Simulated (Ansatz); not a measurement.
# BSiH5 (singlet): one geometry, many settings at distance B1–H4 along a hydrogen transfer = 1.603 Å

Aim: run BSiH5 (singlet) at one geometry under a spread of methods and options, and see what each costs and gives.

Computed with Ansatz 0.2.0, Gaussian basis. Level: the settings change from run to run.

11 further runs of the same task are left out: 1 for a mislabelled method, 9 that didn't finish, 1 set aside as unsound or not needed.

## (1) The geometry

The geometry derives from fragments relaxed apart (PBE0/def2-TZVP) and kept rigid, so it is no stationary point. A hydrogen atom is moved between rigid fragments.

7 atoms, charge 0, spin multiplicity 1.

Atoms are counted from 1 here; the program's logs count them from 0.

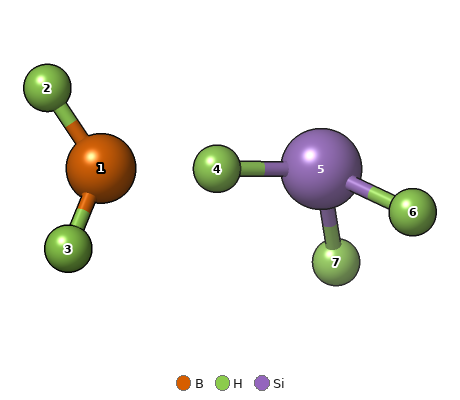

The geometry (boron orange, hydrogen green, silicon purple); atoms are numbered from 1 in the order of the file.

## (2) CASSCF(6,4)/STO-3G

Input file in.yaml:

```yaml
crystal:
  periodic: [false, false, false]
  atoms:
    - {symbol: B, position_ang: [-2.122290, 0.040114, 0.000000]}
    - {symbol: H, position_ang: [-2.719023, 1.073685, 0.000000]}
    - {symbol: H, position_ang: [-2.719024, -0.993457, 0.000000]}
    - {symbol: H, position_ang: [-0.519290, 0.040114, 0.000000]}
    - {symbol: Si, position_ang: [0.920710, 0.040114, 0.000000]}
    - {symbol: H, position_ang: [1.532890, -0.834170, 1.090012]}
    - {symbol: H, position_ang: [1.532890, -0.834170, -1.090012]}
basis:
  gaussian: {orbitals: STO-3G}
correlation: {active_space: {window: {electrons: 6, orbitals: 4}}}
output: {forces: true}
```

On the command line:

```console
$ ansatz run in.yaml --threads 1 --pin off --events-out ev --progress --plain --max-ram 2393MiB
```

Output:

```text
Functional definition: HF
  name "HF"
  cite "Fock, Z. Phys. 61, 126 (1930) doi:10.1007/BF01340294"
  parent pbe
  exchange = exact_x
  correlation = 0
222 factors; integrals over basis functions are off by at most 5.4e-5 eV
mean field evaluation 1: about -8505.2214 eV, gradient 1.5e1 eV
mean field evaluation 2: about -8505.2376 eV, gradient 1.5e1 eV
mean field evaluation 4: about -8506.7053 eV, gradient 1.5e0 eV
mean field evaluation 8: about -8506.7212 eV, gradient 3.0e-4 eV
mean field -8506.72119761 eV, -312.6162379494 hartree, gradient 2.3e-6 eV, S^2 0.000000; 0 other end points of the search recorded, 0 dependent functions left out
reference -8506.72119761 eV, -312.6162379494 hartree; 12, 12 occupied and 7, 7 virtual orbitals, 222 factors
state -8507.97989425 eV, -312.6624941978 hartree
the calculation of the forces begins
Total energy: -8507.97989425 eV, -312.6624941978 hartree
Atom 0 at    -2.122290     0.040114     0.000000 Å, force    -0.912110    -0.666622     0.000000 eV/Å
Atom 1 at    -2.719023     1.073685     0.000000 Å, force     0.735082    -0.790086    -0.000000 eV/Å
Atom 2 at    -2.719024    -0.993457     0.000000 Å, force     0.533944     0.846292    -0.000000 eV/Å
Atom 3 at    -0.519290     0.040114     0.000000 Å, force    -3.615535     0.441064    -0.000000 eV/Å
Atom 4 at     0.920710     0.040114     0.000000 Å, force     6.001378    -2.145346     0.000000 eV/Å
Atom 5 at     1.532890    -0.834170     1.090012 Å, force    -1.371379     1.157350    -1.017142 eV/Å
Atom 6 at     1.532890    -0.834170    -1.090012 Å, force    -1.371379     1.157350     1.017142 eV/Å
Dipole moment:    -0.166757     0.110611    -0.000000 e Å
```

It took 0.27 s on 1 thread of Arm Neoverse V2, shared host.

From the report: 16 determinants; active occupations 2.00, 2.00, 1.74, 0.26.

## (3) CCSD on RHF/cc-pVDZ

Changes to in.yaml since step 2:

```diff
@@ -11,4 +11,5 @@
 basis:
-  gaussian: {orbitals: STO-3G}
-correlation: {active_space: {window: {electrons: 6, orbitals: 4}}}
-output: {forces: true}
+  gaussian: {orbitals: cc-pVDZ}
+magnetization: {spin_polarized: false}
+correlation: {method: ccsd, electrons: outside_noble_gas}
+accuracy: high
```

Launched as before.

Output, cut to the lines that bear on the results:

```text
Functional definition: HF
  name "HF"
  cite "Fock, Z. Phys. 61, 126 (1930) doi:10.1007/BF01340294"
  parent pbe
[...]
1283 factors; integrals over basis functions are off by at most 3.6e-9 eV
[...]
mean field -8607.55455194 eV, -316.3217953738 hartree, gradient 1.1e-8 eV, S^2 0.000000; 4 other end points of the search recorded, 0 dependent functions left out; unrestricted orbitals would lower it
determinant -8607.55455194 eV, -316.3217953738 hartree, with singles and doubles -8614.41572918 eV, -316.5739389866 hartree
determinant -8600.52033108 eV, -316.0632925252 hartree, with singles and doubles -8607.86036713 eV, -316.3330338747 hartree
6 core orbitals not correlated: weight in the atoms' cores, before any rotation towards them, 1.000 or more for the frozen orbitals, at most 0.000 for the correlated occupied ones
reference -8607.55455194 eV, -316.3217953738 hartree; 6, 6 occupied and 45, 45 virtual orbitals, 1283 factors
second order -5.46959044 eV of doubles, -0.00000000 eV of singles
cycle   1  -6.86181353 eV  change   -6.4e-4 eV  update   3.7e-3
[...]
cycle  22  -6.86331811 eV  change  -5.8e-10 eV  update  7.5e-10
Total energy: -8614.41787005 eV, -316.5740176623 hartree
```

It took 2.6 s on 1 thread of Arm Neoverse V2, shared host.

From the report: correlation -6.8633 eV; T1 0.032; largest double amplitude 0.16.

## (4) HF/6-31++G**

Changes to in.yaml since step 3:

```diff
@@ -11,5 +11,6 @@
 basis:
-  gaussian: {orbitals: cc-pVDZ}
+  gaussian: {orbitals: "6-31++G**"}
 magnetization: {spin_polarized: false}
-correlation: {method: ccsd, electrons: outside_noble_gas}
+hamiltonian: {xc: hf}
 accuracy: high
+output: {forces: true, orbitals: {seedname: orbitals}}
```

The command is unchanged.

Output, cut to the lines that bear on the results:

```text
Functional definition: HF
  name "HF"
  cite "Fock, Z. Phys. 61, 126 (1930) doi:10.1007/BF01340294"
  parent pbe
[...]
1457 factors; integrals over basis functions are off by at most 4.0e-9 eV
[...]
mean field -8607.22015630 eV, -316.3095065607 hartree, gradient 2.6e-8 eV, S^2 0.000000; 0 other end points of the search recorded, 0 dependent functions left out
[...]
reference -8607.22015630 eV, -316.3095065607 hartree; 12, 12 occupied and 60, 60 virtual orbitals, 1457 factors
Total energy: -8607.22015630 eV, -316.3095065607 hartree
Atom 0 at    -2.122290     0.040114     0.000000 Å, force     0.802777    -0.994415    -0.000000 eV/Å
Atom 1 at    -2.719023     1.073685     0.000000 Å, force     0.946386     0.062663     0.000000 eV/Å
Atom 2 at    -2.719024    -0.993457     0.000000 Å, force     0.530548     0.116838     0.000000 eV/Å
Atom 3 at    -0.519290     0.040114     0.000000 Å, force    -6.320441     0.191829    -0.000000 eV/Å
Atom 4 at     0.920710     0.040114     0.000000 Å, force     5.907677     0.679268    -0.000000 eV/Å
Atom 5 at     1.532890    -0.834170     1.090012 Å, force    -0.933473    -0.028092     0.073498 eV/Å
Atom 6 at     1.532890    -0.834170    -1.090012 Å, force    -0.933473    -0.028092    -0.073498 eV/Å
Dipole moment:    -0.889707    -0.051608     0.000000 e Å
```

It took 1.7 s on 1 thread of Arm Neoverse V2, shared host.

## (5) CCSD(T) on RHF/6-31G

Changes to in.yaml since step 4:

```diff
@@ -11,6 +11,5 @@
 basis:
-  gaussian: {orbitals: "6-31++G**"}
+  gaussian: {orbitals: 6-31G}
 magnetization: {spin_polarized: false}
-hamiltonian: {xc: hf}
+correlation: {method: ccsd_t, electrons: outside_noble_gas}
 accuracy: high
-output: {forces: true, orbitals: {seedname: orbitals}}
```

Same command.

Output, cut to the lines that bear on the results:

```text
Functional definition: HF
  name "HF"
  cite "Fock, Z. Phys. 61, 126 (1930) doi:10.1007/BF01340294"
  parent pbe
[...]
771 factors; integrals over basis functions are off by at most 3.8e-9 eV
[...]
mean field -8605.78126441 eV, -316.2566282589 hartree, gradient 1.4e-8 eV, S^2 0.000000; 3 other end points of the search recorded, 0 dependent functions left out; unrestricted orbitals would lower it
determinant -8605.78126441 eV, -316.2566282589 hartree, with singles and doubles -8609.99116746 eV, -316.4113393425 hartree
determinant -8598.03163643 eV, -315.9718346837 hartree, with no singles and doubles
6 core orbitals not correlated: weight in the atoms' cores, before any rotation towards them, 1.000 or more for the frozen orbitals, at most 0.000 for the correlated occupied ones
reference -8605.78126441 eV, -316.2566282589 hartree; 6, 6 occupied and 20, 20 virtual orbitals, 771 factors
second order -3.11803416 eV of doubles, -0.00000000 eV of singles
cycle   1  -4.20983315 eV  change    7.0e-5 eV  update   2.9e-3
[...]
cycle  18  -4.21018580 eV  change   9.0e-10 eV  update   1.3e-9
perturbative correction -0.11749566 eV, -0.0043178858 hartree
Total energy: -8610.10894586 eV, -316.4156676190 hartree
```

Run time: 0.69 s. Hardware: 1 thread of Arm Neoverse V2, shared host.

From the report: correlation -4.3277 eV; T1 0.033; largest double amplitude 0.20.

## (6) BCCD on UHF/cc-pVDZ

Changes to in.yaml since step 5:

```diff
@@ -11,5 +11,5 @@
 basis:
-  gaussian: {orbitals: 6-31G}
-magnetization: {spin_polarized: false}
-correlation: {method: ccsd_t, electrons: outside_noble_gas}
-accuracy: high
+  gaussian: {orbitals: cc-pVDZ}
+magnetization: {spin_polarized: true, initial_magnetization: 0}
+correlation: {method: bccd, electrons: outside_noble_gas}
+output: {forces: true}
```

Launched as before.

Output, cut to the lines that bear on the results:

```text
Functional definition: HF
  name "HF"
  cite "Fock, Z. Phys. 61, 126 (1930) doi:10.1007/BF01340294"
  parent pbe
[...]
529 factors; integrals over basis functions are off by at most 1.4e-3 eV
[...]
mean field -8607.97721698 eV, -316.3373280275 hartree, gradient 2.8e-6 eV, S^2 0.752407; 13 other end points of the search recorded, 0 dependent functions left out
determinant -8607.97721698 eV, -316.3373280275 hartree, with singles and doubles -8614.31676359 eV, -316.5703020683 hartree
determinant -8607.55332028 eV, -316.3217501109 hartree, with singles and doubles -8613.61859251 eV, -316.5446447542 hartree
determinant -8606.15430229 eV, -316.2703371484 hartree, with singles and doubles -8612.90975274 eV, -316.5185953735 hartree
[...]
second order -4.87972881 eV of doubles, -0.00000000 eV of singles
cycle   1  -6.39148463 eV  change   -5.2e-2 eV  update   3.9e-2
[...]
cycle  25  -6.42693131 eV  change    2.8e-7 eV  update   3.0e-7
[...]
Total energy: -8614.40414829 eV, -316.5735133967 hartree
Atom 0 at    -2.122290     0.040114     0.000000 Å, force     0.878520    -1.010854     0.000000 eV/Å
Atom 1 at    -2.719023     1.073685     0.000000 Å, force     0.441866     0.542501     0.000000 eV/Å
Atom 2 at    -2.719024    -0.993457     0.000000 Å, force     0.038276    -0.365720    -0.000000 eV/Å
Atom 3 at    -0.519290     0.040114     0.000000 Å, force    -5.181842     0.512665     0.000000 eV/Å
Atom 4 at     0.920710     0.040114     0.000000 Å, force     5.064663     0.634731    -0.000000 eV/Å
Atom 5 at     1.532890    -0.834170     1.090012 Å, force    -0.620742    -0.156661     0.235503 eV/Å
Atom 6 at     1.532890    -0.834170    -1.090012 Å, force    -0.620742    -0.156661    -0.235503 eV/Å
Dipole moment:    -0.594214     0.017189     0.000000 e Å
```

Run time: 13 s. Hardware: 1 thread of Arm Neoverse V2, shared host; peak memory 0.29 GiB.

From the report: ⟨S²⟩ of the determinant 0.752 (pure singlet: 0.00); correlation -6.4269 eV; largest double amplitude 0.17. The determinant is far from a pure spin state, so its energy mixes those of several spin states (harmless only where they are near-degenerate, as at dissociation).

## (7) CCSDT(Q)/B on RHF/STO-3G

Changes to in.yaml since step 6:

```diff
@@ -11,5 +11,6 @@
 basis:
-  gaussian: {orbitals: cc-pVDZ}
-magnetization: {spin_polarized: true, initial_magnetization: 0}
-correlation: {method: bccd, electrons: outside_noble_gas}
-output: {forces: true}
+  gaussian: {orbitals: STO-3G, point_charges: [{charge: -1.00, position_ang: [4.652, -0.312, 0.530]}]}
+magnetization: {spin_polarized: false}
+correlation: {method: ccsdt_q_b, electrons: outside_noble_gas}
+accuracy: high
+scf: {lower_state_search: off}
```

Same command.

Output, cut to the lines that bear on the results:

```text
Functional definition: HF
  name "HF"
  cite "Fock, Z. Phys. 61, 126 (1930) doi:10.1007/BF01340294"
  parent pbe
[...]
320 factors; integrals over basis functions are off by at most 1.1e-8 eV
[...]
mean field -8506.70328022 eV, -312.6155794974 hartree, gradient 1.3e-8 eV, S^2 0.000000; 0 other end points of the search recorded, 0 dependent functions left out
6 core orbitals not correlated: weight in the atoms' cores, before any rotation towards them, 1.000 or more for the frozen orbitals, at most 0.000 for the correlated occupied ones
reference -8506.70328022 eV, -312.6155794974 hartree; 6, 6 occupied and 7, 7 virtual orbitals, 320 factors
second order -2.53978528 eV of doubles, -0.00000000 eV of singles
cycle   1  -3.27946837 eV  change   -7.4e-1 eV  update   1.0e-1
[...]
cycle  36  -3.99496735 eV  change    1.1e-9 eV  update  7.1e-10
perturbative correction -0.00523575 eV, -0.0001924102 hartree
Total energy: -8510.70348332 eV, -312.7625842499 hartree
Checks for a lower state left out: stability, starts, cluster_reference, orbital_swaps, neighbouring_geometries, increment
```

Run time: 0.33 s. Hardware: 1 thread of Arm Neoverse V2, shared host.

From the report: correlation -4.0002 eV; T1 0.020; largest double amplitude 0.35.

## (8) BCCD(T)/6-31G

Changes to in.yaml since step 7:

```diff
@@ -11,6 +11,7 @@
 basis:
-  gaussian: {orbitals: STO-3G, point_charges: [{charge: -1.00, position_ang: [4.652, -0.312, 0.530]}]}
+  gaussian: {orbitals: 6-31G}
 magnetization: {spin_polarized: false}
-correlation: {method: ccsdt_q_b, electrons: outside_noble_gas}
+hamiltonian: {xc: {name: PBE}}
+correlation: {method: bccd_t, electrons: all}
 accuracy: high
-scf: {lower_state_search: off}
+output: {forces: true}
```

Same command.

Output, cut to the lines that bear on the results:

```text
Functional definition: PBE
  name "PBE"
  cite "Perdew, Burke & Ernzerhof, Phys. Rev. Lett. 77, 3865 (1996) doi:10.1103/PhysRevLett.77.3865"
  parent pbe
[...]
771 factors; integrals over basis functions are off by at most 3.8e-9 eV
[...]
mean field -8623.30113481 eV, -316.9004716208 hartree, gradient 5.4e-9 eV, S^2 0.000000; 4 other end points of the search recorded, 0 dependent functions left out; unrestricted orbitals would lower it
reference -8605.24802639 eV, -316.2370321234 hartree; 12, 12 occupied and 20, 20 virtual orbitals, 771 factors
second order -3.61886094 eV of doubles, -0.41324622 eV of singles
cycle   1  -4.50615926 eV  change   -4.9e-1 eV  update   8.5e-2
[...]
cycle  22  -4.86068876 eV  change  -7.1e-10 eV  update   3.0e-9
perturbative correction -0.12664001 eV, -0.0046539345 hartree
[...]
Total energy: -8610.23535516 eV, -316.4203130750 hartree
Atom 0 at    -2.122290     0.040114     0.000000 Å, force     0.321364    -0.934611    -0.000000 eV/Å
Atom 1 at    -2.719023     1.073685     0.000000 Å, force     0.430775     0.461470     0.000000 eV/Å
Atom 2 at    -2.719024    -0.993457     0.000000 Å, force     0.043637    -0.310598     0.000000 eV/Å
Atom 3 at    -0.519290     0.040114     0.000000 Å, force    -4.835704     0.558382    -0.000000 eV/Å
Atom 4 at     0.920710     0.040114     0.000000 Å, force     4.753126     0.988437     0.000000 eV/Å
Atom 5 at     1.532890    -0.834170     1.090012 Å, force    -0.356599    -0.381540     0.627972 eV/Å
Atom 6 at     1.532890    -0.834170    -1.090012 Å, force    -0.356599    -0.381540    -0.627972 eV/Å
Dipole moment:    -0.551594    -0.039037     0.000000 e Å
```

Wall time 8.5 s (1 thread of Arm Neoverse V2, shared host).

From the report: correlation -4.9873 eV; largest double amplitude 0.20.

## (9) All runs side by side

Where basis and cores are those of an earlier RCCSDT(Q)/cc-pVDZ run (-8614.7044 eV), and the state is the same kind, the miss against it is given.

| level | correlated | functions | energy (eV) | from RCCSDT(Q) (meV) | time |
| --- | --- | --- | --- | --- | --- |
| CASSCF(6,4)/STO-3G |  | 19 | -8507.9799 |  | 0.27 s |
| CCSD on RHF/cc-pVDZ | outside noble gas | 57 | -8614.4179 | 286.5 | 2.6 s |
| HF/6-31++G** |  | 72 | -8607.2202 |  | 1.7 s |
| CCSD(T) on RHF/6-31G | outside noble gas | 32 | -8610.1089 |  | 0.69 s |
| BCCD on UHF/cc-pVDZ | outside noble gas | 57 | -8614.4041 | 300.2 | 13 s |
| CCSDT(Q)/B on RHF/STO-3G (beside a point charge) | outside noble gas | 19 | -8510.7035 |  | 0.33 s |
| BCCD(T)/6-31G (on PBE orbitals) | all | 32 | -8610.2354 |  | 8.5 s |

## (10) Summary of results

| quantity | value |
| --- | --- |
| runs | 7 |
| quickest | CASSCF(6,4)/STO-3G, 0.27 s |
| slowest | BCCD on UHF/cc-pVDZ, 13 s |

Total energies in different bases, with other cores or another treatment of relativity can't be set against each other. BCCD on UHF/cc-pVDZ took 48 times as long as CASSCF(6,4)/STO-3G; the jobs differ in more than the method. Among the correlated runs with a miss given, it spans +287 to +300 meV.
